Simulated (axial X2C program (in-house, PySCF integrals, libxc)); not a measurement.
Run report: Sb₂⁺, relativistic diatomic calculation

- system: Sb₂⁺. The reference is closed-shell Sb₂²⁺; the roots are the vertical energy changes on adding an electron to it, which gives states of Sb₂⁺. The distance is the PBE0 minimum at charge 1.
- method: EOM-EA-CCSD, two-component X2C with atomic mean-field Coulomb and Gaunt terms, Sb dyall-acv3z (cores contracted) (axial X2C program (in-house, PySCF integrals, libxc))

**Output**
```
two-component X2C + atomic mean field  HF
basis functions 280  fitting functions 1424  grid points 5804
iter        total energy     max residual
   1     -12949.810890176     3.82e-01
   2     -12949.846739705     5.52e-03
   3     -12949.847820741     1.63e-03
   4     -12949.847959043     8.89e-04
   5     -12949.847999997     6.64e-04
   6     -12949.848022027     4.78e-04
   7     -12949.848035648     3.01e-04
   8     -12949.848042583     1.38e-04
   9     -12949.848044328     2.19e-05
  10     -12949.848044371     2.97e-06
  11     -12949.848044371     9.21e-07
converged
one-electron -18801.93117858  Coulomb 5663.86795518  exact exchange -338.13265040  xc functional 0.00000000  nuclear repulsion 533.89834197  atomic mean-field constant -7.55051254
correlated 8  virtual 384  natural virtual 92  E(MP2) -0.151999363  MP2 remainder -0.015693932
iter   CCSD correlation   residual
   1     -0.156167828   1.50e-01
   2     -0.165910964   7.46e-02
   3     -0.167066222   3.30e-02
   4     -0.167611021   1.95e-02
   5     -0.167694583   1.06e-02
   6     -0.167698587   4.64e-03
   7     -0.167739062   2.12e-03
   8     -0.167731347   1.03e-03
   9     -0.167730025   5.05e-04
  10     -0.167731530   2.06e-04
  11     -0.167733680   8.09e-05
  12     -0.167734089   4.15e-05
  13     -0.167734372   2.76e-05
  14     -0.167734303   1.61e-05
  15     -0.167734289   8.28e-06
(T) -0.008619974672713379  T1 0.0274  D1 0.0386  max T2 0.164
EOM-EA-CCSD roots
2*Omega      energy/Eh   energy/eV  one-particle weight
    1      -0.46291442    -12.5965      0.927
    1      -0.42272487    -11.5029      0.001
    1      -0.40396272    -10.9924      0.000
    1      -0.39657540    -10.7914      0.002
    1      -0.36552165     -9.9464      0.000
    3      -0.52364071    -14.2490      0.933
    3      -0.44090355    -11.9976      0.841
    3      -0.37896404    -10.3121      0.037
    3      -0.36979749    -10.0627      0.000
    5      -0.38277526    -10.4158      0.000
    5      -0.36962616    -10.0580      0.001
    7      -0.34755921     -9.4576      0.000
```

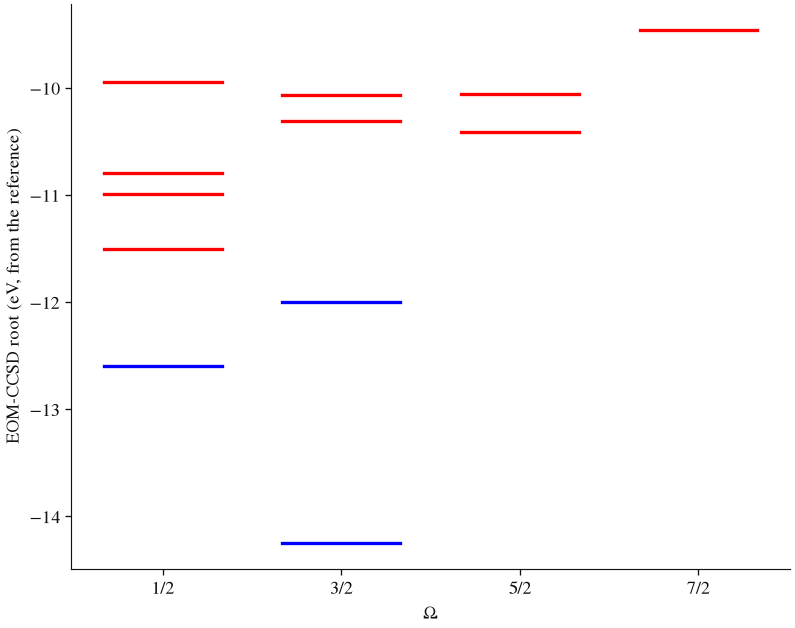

**Figure 1.** EOM-CCSD roots by Ω at 2.58 Å; roots whose one-particle weight is under 0.8 have the second colour. The lowest has Ω = 3/2 and lies at −14.249 eV, with one-particle weight 0.93. 9 of the 12 roots are less well described at this level.

**Input file**
```
{"zs": [51, 51], "q": 1, "bas": ["dyall-acv3z", "dyall-acv3z"], "r0": 2.8, "eom": "ea", "thr": -1.0, "nmax": 92, "grid": [1, 0.96, 1.045, 0.92, 1.09, 1.15]}
```

The line is the task of a batch: nuclear charges, charge, bases, a first guess of the distance and further settings. This report covers the levels named above. The log is that of the reference distance 2.578 Å.

Launched within a batch (the task file carries these settings):
```bash
python <driver script> task.json out
```

**Key numbers**

- outcome: converged
- HF energy of the reference Sb₂²⁺: −12949.84804 hartree
- MP2 energy of the reference Sb₂²⁺: −12950.00004 hartree
- CCSD energy of the reference Sb₂²⁺ (with the MP2 share of the virtual spinors left out of the coupled-cluster step): −12950.03147 hartree
- CCSD(T) energy of the reference Sb₂²⁺: −12950.04009 hartree
- T1 diagnostic (spinor form; for a closed shell √2 times the usual value): 0.027
- hardware: 1 thread of AMD EPYC (Zen 3), 32 GiB of memory available, shared host
- wall time: 21 s
- peak memory: 0.75 GiB
